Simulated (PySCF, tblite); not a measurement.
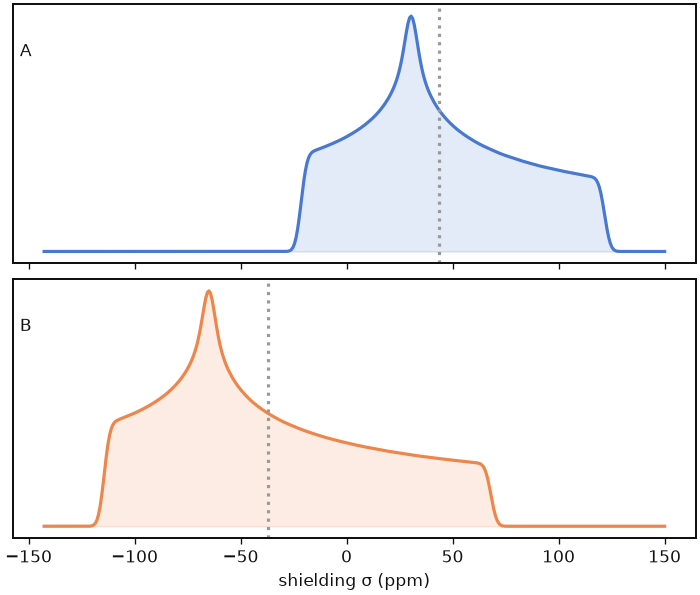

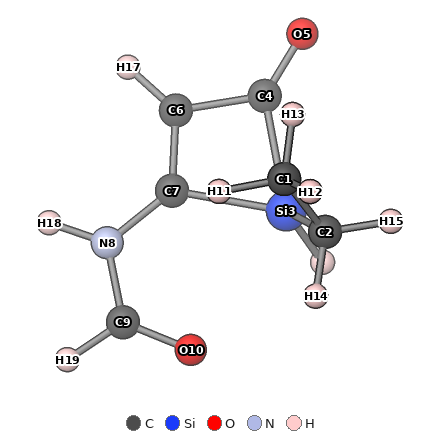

Static powder patterns (¹³C) from GIAO shielding tensors of C₆H₉NO₂Si, SMILES CC[Si@@H]1C(=O)C=C1NC=O, PBE0/pcSseg-1 in PySCF, at a GFN2-xTB geometry (a minimum by its frequencies); absolute shielding, one fixed geometry of the isolated molecule without any motion, no dipolar terms. The dotted line is the isotropic value; skew is 3(σiso − σ22)/span.

Q: The panels belong to C4 and C6. Which is which?

A: panel A: C6, σ11, σ22, σ33 = −21, 30, 122 ppm, isotropic 44, span 143 ppm, skew 0.28; panel B: C4, σ11, σ22, σ33 = −114, −65, 68 ppm, isotropic −37, span 182 ppm, skew 0.46.

Known limits of this run: the tight-binding geometry is rougher than a DFT one and adds to the error; one conformer of a flexible molecule.
